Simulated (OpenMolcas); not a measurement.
**Excited-state calculation, with input and output: BF$_{3}$ (part 2 of 2)**

Continued. System: BF$_{3}$, SMILES FB(F)F. Method: CASSCF/ANO-RCC-VDZP, DKH2, PCM solvent water (OpenMolcas 26.06). The geometry comes from this level: PBE0-D4/def2-TZVP.

Geometry of the input (Å):
```
F  0.5439  0.2107  1.1743
B  0.0000  -0.0000  0.0000
F  -0.2652  -1.2235  -0.3896
F  -0.2787  1.0128  -0.7847
```

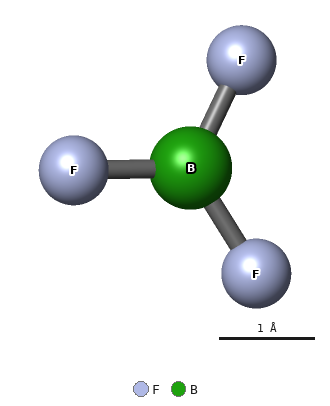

Fig. 1: The structure as given in the input (ball-and-stick view, seen at a tilt).

Log, continued
```
      ************************************************************************************************************************
      *                                                    Final results                                                     *
      ************************************************************************************************************************

++    Final optimization conditions:
      ------------------------------

      Average CI energy                            -323.04397332
      RASSCF energy for state  6                   -322.43694577
      Super-CI energy                                -0.00000000
      RASSCF energy change                            0.00000001
      Max change in MO coefficients              -1.693E-06
      Max non-diagonal density matrix element    -1.391E-06
      Maximum BLB matrix element                 -4.381E-08
      (orbital pair   8,  24 in symmetry   1)
      Norm of electronic gradient            1.479E+00
--

      Final state energy(ies):
      ------------------------

::    RASSCF root number  1 Total energy:   -323.55445285
::    RASSCF root number  2 Total energy:   -323.10940597
::    RASSCF root number  3 Total energy:   -323.06675897
::    RASSCF root number  4 Total energy:   -323.05334148
::    RASSCF root number  5 Total energy:   -323.04293486
::    RASSCF root number  6 Total energy:   -322.43694577
      Von Neumann Entropy (Root   1) =  0.03163

      Mulliken population analysis for root number:  1
      -----------------------------------------------

++    Molecular charges:
      ------------------

      Mulliken charges per centre
      ---------------------------

                F1      B2      F3      F4
      Total    9.3874  3.8293  9.3874  9.3960

      N-E     -0.3874  1.1707 -0.3874 -0.3960

      Total electronic charge=   32.000000

      Total            charge=   -0.000000
--

      Expectation values of various properties for root number:  1
      -----------------------------------------------------------

++    Molecular properties:
      ---------------------

      Charge (e):
                      =   -0.0000
      Dipole Moment (debye):
      Origin of the operator (angstrom)=   -0.0000    0.0000    0.0000
                   X=  2.9063E-03               Y= -8.0785E-03               Z=  6.2397E-03           Total=  1.0613E-02
      Quadrupole Moment (debye*angstrom):
      Origin of the operator (angstrom)=   -0.0000    0.0000    0.0000
                  XX= -1.8500E+01              XY= -4.5415E-01              XZ= -2.0932E+00              YY= -2.2962E+01
                  YZ= -1.2122E-01              ZZ= -2.2157E+01
      In traceless form (debye*angstrom)
                  XX=  4.0595E+00              XY= -6.8123E-01              XZ= -3.1399E+00              YY= -2.6337E+00
                  YZ= -1.8183E-01              ZZ= -1.4258E+00
--

      LoProp population analysis for root number:  1
      -----------------------------------------------

++    LoProp analysis:
      ----------------

++    Static properties:
      ------------------

      LoProp Charges per center

                   F1       B2       F3       F4
      Nuclear      9.0000   5.0000   9.0000   9.0000
      Electronic  -9.3645  -3.8977  -9.3645  -9.3733

      Total       -0.3645   1.1023  -0.3645  -0.3733
--

      Natural Bond Order analysis for root number:  1

++    Natural Bond Order analysis
      ---------------------------
      Based on LoProp computed density
      -------------------------------------------------------------------------------------
      Atom A       Atom B       Bond Order
      -------------------------------------------------------------------------------------
      NBO located      0.999 non-bonded electrons on atom F1
      NBO located      0.990 non-bonded electrons on atom F1
      NBO located      0.986 non-bonded electrons on atom B2
      NBO located      1.014 non-bonded electrons on atom F3
      NBO located      0.999 non-bonded electrons on atom F3
      NBO located      0.993 non-bonded electrons on atom F3
      NBO located      1.000 non-bonded electrons on atom F4
      NBO located      0.930 non-bonded electrons on atom F4
      The remaining    9.093 electrons are to be considered as diffuse
--

--

      Von Neumann Entropy (Root   2) =  1.00331

      Mulliken population analysis for root number:  2
      -----------------------------------------------

++    Molecular charges:
      ------------------

      Mulliken charges per centre
      ---------------------------

                F1      B2      F3      F4
      Total    9.1926  4.7098  9.1926  8.9050

      N-E     -0.1926  0.2902 -0.1926  0.0950

      Total electronic charge=   32.000000

      Total            charge=   -0.000000
--

      Expectation values of various properties for root number:  2
      -----------------------------------------------------------

++    Molecular properties:
      ---------------------

      Charge (e):
                      =   -0.0000
      Dipole Moment (debye):
      Origin of the operator (angstrom)=   -0.0000    0.0000    0.0000
                   X= -3.8123E-01               Y=  1.4011E+00               Z= -1.0875E+00           Total=  1.8141E+00
      Quadrupole Moment (debye*angstrom):
      Origin of the operator (angstrom)=   -0.0000    0.0000    0.0000
                  XX= -2.1242E+01              XY= -4.9103E-01              XZ=  2.0212E-01              YY= -2.0028E+01
                  YZ= -1.2976E+00              ZZ= -2.0635E+01
      In traceless form (debye*angstrom)
                  XX= -9.1071E-01              XY= -7.3655E-01              XZ=  3.0317E-01              YY=  9.1046E-01
                  YZ= -1.9465E+00              ZZ=  2.5391E-04
--

      LoProp population analysis for root number:  2
      -----------------------------------------------

++    LoProp analysis:
      ----------------

++    Static properties:
      ------------------

      LoProp Charges per center

                   F1       B2       F3       F4
      Nuclear      9.0000   5.0000   9.0000   9.0000
      Electronic  -9.2168  -4.6675  -9.2168  -8.8989

      Total       -0.2168   0.3325  -0.2168   0.1011
--

      Natural Bond Order analysis for root number:  2

++    Natural Bond Order analysis
      ---------------------------
      Based on LoProp computed density
      -------------------------------------------------------------------------------------
      Atom A       Atom B       Bond Order
      -------------------------------------------------------------------------------------
      NBO located      0.999 non-bonded electrons on atom F1
      NBO located      1.011 non-bonded electrons on atom F1
      NBO located      0.910 non-bonded electrons on atom F1
      NBO located      0.986 non-bonded electrons on atom B2
      NBO located      0.999 non-bonded electrons on atom F3
      NBO located      0.992 non-bonded electrons on atom F3
      NBO located      0.999 non-bonded electrons on atom F4
      The remaining    9.544 electrons are to be considered as diffuse
--

--

      Von Neumann Entropy (Root   3) =  1.00027

      Mulliken population analysis for root number:  3
      -----------------------------------------------

++    Molecular charges:
      ------------------

      Mulliken charges per centre
      ---------------------------

                F1      B2      F3      F4
      Total    9.3190  4.8277  9.3189  8.5344

      N-E     -0.3190  0.1723 -0.3189  0.4656

      Total electronic charge=   32.000000

      Total            charge=   -0.000000
--

      Expectation values of various properties for root number:  3
      -----------------------------------------------------------

++    Molecular properties:
      ---------------------

      Charge (e):
                      =   -0.0000
      Dipole Moment (debye):
      Origin of the operator (angstrom)=   -0.0000    0.0000    0.0000
                   X= -7.1829E-01               Y=  2.6753E+00               Z= -2.0800E+00           Total=  3.4641E+00
      Quadrupole Moment (debye*angstrom):
      Origin of the operator (angstrom)=   -0.0000    0.0000    0.0000
                  XX= -2.2090E+01              XY= -1.2277E+00              XZ= -1.0033E+00              YY= -2.2751E+01
                  YZ= -2.5323E+00              ZZ= -2.3364E+01
      In traceless form (debye*angstrom)
                  XX=  9.6683E-01              XY= -1.8415E+00              XZ= -1.5050E+00              YY= -2.3853E-02
                  YZ= -3.7984E+00              ZZ= -9.4298E-01
--

      LoProp population analysis for root number:  3
      -----------------------------------------------

++    LoProp analysis:
      ----------------

++    Static properties:
      ------------------

      LoProp Charges per center

                   F1       B2       F3       F4
      Nuclear      9.0000   5.0000   9.0000   9.0000
      Electronic  -9.3681  -4.6203  -9.3681  -8.6434

      Total       -0.3681   0.3797  -0.3681   0.3566
--

      Natural Bond Order analysis for root number:  3

++    Natural Bond Order analysis
      ---------------------------
      Based on LoProp computed density
      -------------------------------------------------------------------------------------
      Atom A       Atom B       Bond Order
      -------------------------------------------------------------------------------------
      NBO located      0.999 non-bonded electrons on atom F1
      NBO located      1.013 non-bonded electrons on atom F1
      NBO located      0.989 non-bonded electrons on atom F1
      NBO located      0.978 non-bonded electrons on atom B2
      NBO located      0.999 non-bonded electrons on atom F3
      NBO located      1.011 non-bonded electrons on atom F3
      NBO located      0.979 non-bonded electrons on atom F3
      NBO located      0.997 non-bonded electrons on atom F4
      NBO located      0.980 non-bonded electrons on atom F4
      The remaining    6.658 electrons are to be considered as diffuse
--

--

      Von Neumann Entropy (Root   4) =  0.88263

      Mulliken population analysis for root number:  4
      -----------------------------------------------

++    Molecular charges:
      ------------------

      Mulliken charges per centre
      ---------------------------

                F1      B2      F3      F4
      Total    9.3387  4.5241  9.3387  8.7985

      N-E     -0.3387  0.4759 -0.3387  0.2015

      Total electronic charge=   32.000000

      Total            charge=   -0.000000
--

      Expectation values of various properties for root number:  4
      -----------------------------------------------------------

++    Molecular properties:
      ---------------------

      Charge (e):
                      =   -0.0000
      Dipole Moment (debye):
      Origin of the operator (angstrom)=   -0.0000    0.0000    0.0000
                   X= -8.2317E-01               Y=  2.9361E+00               Z= -2.2662E+00           Total=  3.7992E+00
      Quadrupole Moment (debye*angstrom):
      Origin of the operator (angstrom)=   -0.0000    0.0000    0.0000
                  XX= -2.0445E+01              XY= -1.0642E+00              XZ= -7.9400E-01              YY= -2.0836E+01
                  YZ= -2.2275E+00              ZZ= -2.1412E+01
      In traceless form (debye*angstrom)
                  XX=  6.7913E-01              XY= -1.5964E+00              XZ= -1.1910E+00              YY=  9.2274E-02
                  YZ= -3.3413E+00              ZZ= -7.7141E-01
--

      LoProp population analysis for root number:  4
      -----------------------------------------------

++    LoProp analysis:
      ----------------

++    Static properties:
      ------------------

      LoProp Charges per center

                   F1       B2       F3       F4
      Nuclear      9.0000   5.0000   9.0000   9.0000
      Electronic  -9.3577  -4.5372  -9.3577  -8.7473

      Total       -0.3577   0.4628  -0.3577   0.2527
--

      Natural Bond Order analysis for root number:  4

++    Natural Bond Order analysis
      ---------------------------
      Based on LoProp computed density
      -------------------------------------------------------------------------------------
      Atom A       Atom B       Bond Order
      -------------------------------------------------------------------------------------
      NBO located      0.999 non-bonded electrons on atom F1
      NBO located      1.005 non-bonded electrons on atom F1
      NBO located      0.987 non-bonded electrons on atom F1
      NBO located      0.986 non-bonded electrons on atom B2
      NBO located      0.999 non-bonded electrons on atom F3
      NBO located      1.007 non-bonded electrons on atom F3
      NBO located      0.951 non-bonded electrons on atom F3
      NBO located      1.000 non-bonded electrons on atom F4
      The remaining    8.377 electrons are to be considered as diffuse
--

--

      Von Neumann Entropy (Root   5) =  1.01275

      Mulliken population analysis for root number:  5
      -----------------------------------------------

++    Molecular charges:
      ------------------

      Mulliken charges per centre
      ---------------------------

                F1      B2      F3      F4
      Total    9.1598  4.8867  9.1597  8.7938

      N-E     -0.1598  0.1133 -0.1597  0.2062

      Total electronic charge=   32.000000

      Total            charge=   -0.000000
--

      Expectation values of various properties for root number:  5
      -----------------------------------------------------------

++    Molecular properties:
      ---------------------

      Charge (e):
                      =   -0.0000
      Dipole Moment (debye):
      Origin of the operator (angstrom)=   -0.0000    0.0000    0.0000
                   X= -1.4699E-01               Y=  5.2723E-01               Z= -4.0609E-01           Total=  6.8153E-01
      Quadrupole Moment (debye*angstrom):
      Origin of the operator (angstrom)=   -0.0000    0.0000    0.0000
                  XX= -2.2592E+01              XY= -4.3174E-01              XZ= -1.9080E-01              YY= -2.2429E+01
                  YZ= -9.6523E-01              ZZ= -2.2742E+01
      In traceless form (debye*angstrom)
                  XX= -6.7011E-03              XY= -6.4762E-01              XZ= -2.8620E-01              YY=  2.3814E-01
                  YZ= -1.4478E+00              ZZ= -2.3143E-01
--

      LoProp population analysis for root number:  5
      -----------------------------------------------

++    LoProp analysis:
      ----------------

++    Static properties:
      ------------------

      LoProp Charges per center

                   F1       B2       F3       F4
      Nuclear      9.0000   5.0000   9.0000   9.0000
      Electronic  -9.2105  -4.6612  -9.2104  -8.9178

      Total       -0.2105   0.3388  -0.2104   0.0822
--

      Natural Bond Order analysis for root number:  5

++    Natural Bond Order analysis
      ---------------------------
      Based on LoProp computed density
      -------------------------------------------------------------------------------------
      Atom A       Atom B       Bond Order
      -------------------------------------------------------------------------------------
      NBO located      0.999 non-bonded electrons on atom F1
      NBO located      1.019 non-bonded electrons on atom F1
      NBO located      0.908 non-bonded electrons on atom F1
      NBO located      0.978 non-bonded electrons on atom B2
      NBO located      0.999 non-bonded electrons on atom F3
      NBO located      1.010 non-bonded electrons on atom F3
      NBO located      0.997 non-bonded electrons on atom F4
      The remaining    8.784 electrons are to be considered as diffuse
--

--

      Von Neumann Entropy (Root   6) =  1.04089

      Mulliken population analysis for root number:  6
      -----------------------------------------------

++    Molecular charges:
      ------------------

      Mulliken charges per centre
      ---------------------------

                F1      B2      F3      F4
      Total    8.9874  5.8333  8.9873  8.1920

      N-E      0.0126 -0.8333  0.0127  0.8080

      Total electronic charge=   32.000000

      Total            charge=   -0.000000
--

      Expectation values of various properties for root number:  6
      -----------------------------------------------------------

++    Molecular properties:
      ---------------------

      Charge (e):
                      =   -0.0000
      Dipole Moment (debye):
      Origin of the operator (angstrom)=   -0.0000    0.0000    0.0000
                   X= -7.5905E-01               Y=  2.7648E+00               Z= -2.1417E+00           Total=  3.5787E+00
      Quadrupole Moment (debye*angstrom):
      Origin of the operator (angstrom)=   -0.0000    0.0000    0.0000
                  XX= -2.5237E+01              XY= -6.9566E-01              XZ=  2.3602E+00              YY= -1.8439E+01
                  YZ= -2.8183E+00              ZZ= -2.0542E+01
      In traceless form (debye*angstrom)
                  XX= -5.7460E+00              XY= -1.0435E+00              XZ=  3.5403E+00              YY=  4.4499E+00
                  YZ= -4.2275E+00              ZZ=  1.2961E+00
--

      LoProp population analysis for root number:  6
      -----------------------------------------------

++    LoProp analysis:
      ----------------

++    Static properties:
      ------------------

      LoProp Charges per center

                   F1       B2       F3       F4
      Nuclear      9.0000   5.0000   9.0000   9.0000
      Electronic  -9.0817  -5.5145  -9.0816  -8.3222

      Total       -0.0817  -0.5145  -0.0816   0.6778
--

      Natural Bond Order analysis for root number:  6

++    Natural Bond Order analysis
      ---------------------------
      Based on LoProp computed density
      -------------------------------------------------------------------------------------
      Atom A       Atom B       Bond Order
      -------------------------------------------------------------------------------------
      NBO located      0.999 non-bonded electrons on atom F1
      NBO located      0.989 non-bonded electrons on atom F1
      NBO located      0.981 non-bonded electrons on atom B2
      NBO located      0.999 non-bonded electrons on atom F3
      NBO located      1.000 non-bonded electrons on atom F3
      NBO located      0.997 non-bonded electrons on atom F4
      The remaining    9.384 electrons are to be considered as diffuse
--

--

      Average orbitals are written to the RASORB file
      Natural orbitals for root   1 are written to the RASORB.1 file
      Natural orbitals for root   2 are written to the RASORB.2 file
      Natural orbitals for root   3 are written to the RASORB.3 file
      Natural orbitals for root   4 are written to the RASORB.4 file
      Natural orbitals for root   5 are written to the RASORB.5 file
      Natural orbitals for root   6 are written to the RASORB.6 file
      Spin density orbitals for root   1 are written to the SPDORB.1 file
      Spin density orbitals for root   2 are written to the SPDORB.2 file
      Spin density orbitals for root   3 are written to the SPDORB.3 file
      Spin density orbitals for root   4 are written to the SPDORB.4 file
      Spin density orbitals for root   5 are written to the SPDORB.5 file
      Spin density orbitals for root   6 are written to the SPDORB.6 file

--- Stop Module: rasscf /rc=_RC_ALL_IS_WELL_ ---
           step6.LoProp.molden step6.RasOrb step6.RasOrb.1 step6.RasOrb.2 step6.RasOrb.3 step6.RasOrb.4 step6.RasOrb.5 step6.RasOrb.6 step6.rasscf.h5 step6.SpdOrb.1 step6.SpdOrb.2
           step6.SpdOrb.3 step6.SpdOrb.4 step6.SpdOrb.5 step6.SpdOrb.6 xmldump
--- Module rasscf spent 55 seconds ---

.##################.
.# Happy landing! #.
.##################.

    Timing: Wall=61.04 User=56.78 System=3.21
```

Results in brief

```tsv
quantity	value
outcome	converged
total energy	−323.554453 hartree
CASSCF energy	−323.554453 hartree
basis functions	56
wall time	62 s
peak memory	0.39 GiB
```
